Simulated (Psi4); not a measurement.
**B2PLYP/def2-SVP (core potential, density fitting for correlation) run of TaF5 (tantalum pentafluoride)**

What is the energy change on altering one bond length of TaF5 (tantalum pentafluoride) at B2PLYP/def2-SVP (core potential, density fitting for correlation)? 

The results are computed with Psi4 1.11.

6 further runs of the same task are left out: 3 that didn't finish, 3 set aside as unsound or not needed.

**1. The molecule**

TaF5 has 6 atoms, charge 0, and is taken as a singlet. As SMILES, `F[Ta](F)(F)(F)F`. The coordinates come from a PBE0-D4/def2-TZVP relaxation.

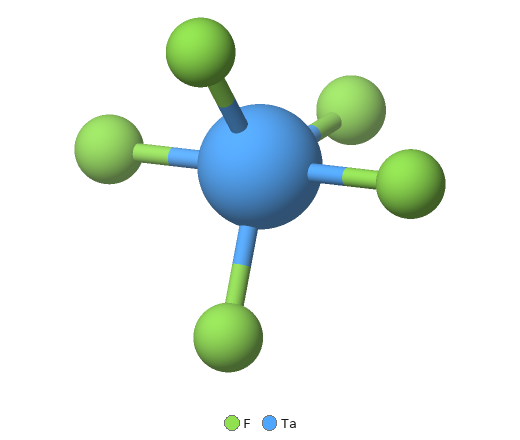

Viewed from a chosen angle; fluorine green, tantalum blue.

**2. A single-point energy at B2PLYP/def2-SVP (core potential, density fitting for correlation)**

Contents of f5ta.xyz:

```xyz
6
F5Ta
F     -1.030170    -1.289830     0.890600
Ta     0.000080    -0.000050     0.000020
F      1.542230    -0.861760     0.535750
F     -0.806180    -0.458120    -1.596180
F      1.030090     1.290020    -0.890420
F     -0.736030     1.319740     1.060250
```

Contents of calc.py:

```python
import psi4

psi4.set_memory(2200000000)
psi4.set_num_threads(1)
psi4.set_output_file('run.log', False)

with open('f5ta.xyz') as f:
    atoms = ''.join(f.readlines()[2:])
mol = psi4.geometry('0 1\n' + atoms + 'symmetry c1\nno_reorient\nno_com')

psi4.set_options({
    'basis': 'def2-SVP',
    'puream': True,
    'e_convergence': 1e-09,
    'd_convergence': 1e-08,
    'scf_type': 'pk',
    'dft_radial_points': 99,
    'dft_spherical_points': 590,
    'num_frozen_docc': 5,
})

E = psi4.energy("b2plyp")
print(f'b2plyp energy: {E:.10f} Eh')
```

Run with:

```bash
$ python calc.py
```

run.log, shortened:

```text
[...]
    !!!  WARNING: ECP capability is in beta. Please check occupations closely.  !!!
[...]
  Running in c1 symmetry.
[...]
  Nuclear repulsion =  316.003001731711834
[...]
  Multiplicity = 1
[...]
  Nalpha       = 29
  Nbeta        = 29
[...]
    Number of basis functions: 102
[...]
   @RKS iter   1:  -554.86245946630368   -1.15156e+00   1.00949e-02 DIIS/ADIIS
[...]
   @RKS iter  11:  -555.27737490132938   -3.00133e-11   7.62445e-09 DIIS
[...]
    Orbital Energies [Eh]
    ---------------------
    Doubly Occupied:
       1A    -25.409743     2A    -25.409731     3A    -25.409712
       4A    -25.375350     5A    -25.375209     6A     -3.106734
       7A     -1.794859     8A     -1.794856     9A     -1.788854
      10A     -1.372271    11A     -1.343125    12A     -1.337898
      13A     -1.337881    14A     -1.295855    15A     -0.641784
      16A     -0.629916    17A     -0.629909    18A     -0.620315
      19A     -0.620311    20A     -0.613219    21A     -0.570521
      22A     -0.569032    23A     -0.565441    24A     -0.565438
      25A     -0.536072    26A     -0.536070    27A     -0.529926
      28A     -0.526358    29A     -0.526344
[...]
  @RKS Final Energy:  -555.27737490132938
   => Energetics <=
    Nuclear Repulsion Energy =            316.0030017317118336
    One-Electron Energy =               -1420.5828755871993963
    Two-Electron Energy =                 577.6306599099140158
    DFT Exchange-Correlation Energy =     -28.3281609557557559
    Empirical Dispersion Energy =           0.0000000000000000
    VV10 Nonlocal Energy =                  0.0000000000000000
    Total Energy =                       -555.2773749013293809
[...]
 Multipole Moments:
 ------------------------------------------------------------------------------------
     Multipole            Electronic (a.u.)      Nuclear  (a.u.)        Total (a.u.)
 ------------------------------------------------------------------------------------
 L = 1.  Multiply by 2.5417464519 to convert [e a0] to [Debye]
 Dipole X            :         -0.0005836            0.0009449            0.0003612
 Dipole Y            :          0.0001001           -0.0003779           -0.0002778
 Dipole Z            :         -0.0004706            0.0004913            0.0000207
 Magnitude           :                                                    0.0004562
[...]
```

Standard output:

```text
b2plyp energy: -555.6830265473 Eh
```

It took 11 s on 1 thread of Intel Xeon Platinum 8375C at 2.90GHz (Ice Lake), shared host; peak memory 1.1 GiB.

**3. The distorted shape**

Contents of f5ta.dat:

```
memory 2200 mb

molecule {
  0 1
  F     -0.385167    -0.923377     2.167551
  Ta     0.645083     0.366403     1.276971
  F      2.187233    -0.495307     1.812701
  F     -0.806180    -0.458120    -1.596180
  F      1.675093     1.656473     0.386531
  F     -0.091027     1.686193     2.337201
  symmetry c1
}

set basis def2-SVP
set puream true
set e_convergence 1e-09
set d_convergence 1e-08
set scf_type pk
set dft_radial_points 99
set dft_spherical_points 590
set num_frozen_docc 5

e, wfn = energy("b2plyp", return_wfn=True)
```

Run with:

```bash
$ psi4 -n 1 f5ta.dat f5ta.out
```

f5ta.out, shortened:

```text
[...]
    !!!  WARNING: ECP capability is in beta. Please check occupations closely.  !!!
[...]
  Running in c1 symmetry.
[...]
  Nuclear repulsion =  283.073367710143259
[...]
  Multiplicity = 1
[...]
  Nalpha       = 29
  Nbeta        = 29
[...]
    Number of basis functions: 102
[...]
   @RKS iter   1:  -554.43114892792585   -1.23966e+00   1.14661e-02 DIIS/ADIIS
[...]
   @RKS iter  18:  -555.04453185848968   -9.89075e-12   7.66370e-09 DIIS
[...]
    Orbital Energies [Eh]
    ---------------------
    Doubly Occupied:
       1A    -25.463154     2A    -25.463130     3A    -25.429322
       4A    -25.429189     5A    -25.228771     6A     -3.172704
       7A     -1.858275     8A     -1.852211     9A     -1.840952
      10A     -1.408772    11A     -1.392607    12A     -1.386866
      13A     -1.345502    14A     -1.129278    15A     -0.687599
      16A     -0.668622    17A     -0.666340    18A     -0.661808
      19A     -0.645178    20A     -0.630111    21A     -0.613436
      22A     -0.590558    23A     -0.584841    24A     -0.582059
      25A     -0.577527    26A     -0.574145    27A     -0.366878
      28A     -0.366707    29A     -0.339345
[...]
  @RKS Final Energy:  -555.04453185848968
   => Energetics <=
    Nuclear Repulsion Energy =            283.0733677101432590
    One-Electron Energy =               -1354.0697147335549744
    Two-Electron Energy =                 544.1944162636279998
    DFT Exchange-Correlation Energy =     -28.2426010987059577
    Empirical Dispersion Energy =           0.0000000000000000
    VV10 Nonlocal Energy =                  0.0000000000000000
    Total Energy =                       -555.0445318584896768
[...]
 Multipole Moments:
 ------------------------------------------------------------------------------------
     Multipole            Electronic (a.u.)      Nuclear  (a.u.)        Total (a.u.)
 ------------------------------------------------------------------------------------
 L = 1.  Multiply by 2.5417464519 to convert [e a0] to [Debye]
 Dipole X            :          7.0506857           -6.1069309            0.9437548
 Dipole Y            :          4.0000429           -3.4642901            0.5357529
 Dipole Z            :         13.9503715          -12.0825859            1.8677856
 Magnitude           :                                                    2.1601683
[...]
```

It took 14 s on 1 thread of Intel Xeon Platinum 8375C at 2.90GHz (Ice Lake), shared host; peak memory 1.1 GiB.

**4. Summary of results**

Level: B2PLYP/def2-SVP (core potential, density fitting for correlation), 5 core orbitals frozen.

| quantity | value |
| --- | --- |
| first shape: total energy | -555.68303 Eh |
| first shape: HOMO energy (SCF part's orbitals) | -14.32 eV |
| first shape: LUMO energy (SCF part's orbitals) | -1.35 eV |
| first shape: HOMO–LUMO gap (SCF part's orbitals) | 12.97 eV |
| distorted shape: total energy | -555.47321 Eh |
| distorted shape: HOMO energy (SCF part's orbitals) | -9.23 eV |
| distorted shape: LUMO energy (SCF part's orbitals) | -4.66 eV |
| distorted shape: HOMO–LUMO gap (SCF part's orbitals) | 4.57 eV |
| energy change with the Ta2–F4 bond stretched from 1.846 to 3.323 Å | 5.709 eV |

**Reading.** With the Ta2–F4 bond stretched from 1.846 to 3.323 Å the energy rises by 5.71 eV (132 kcal/mol). The first shape isn't relaxed at this level, so the change isn't measured from a minimum. A restricted reference can't describe the breaking bond well at this length.
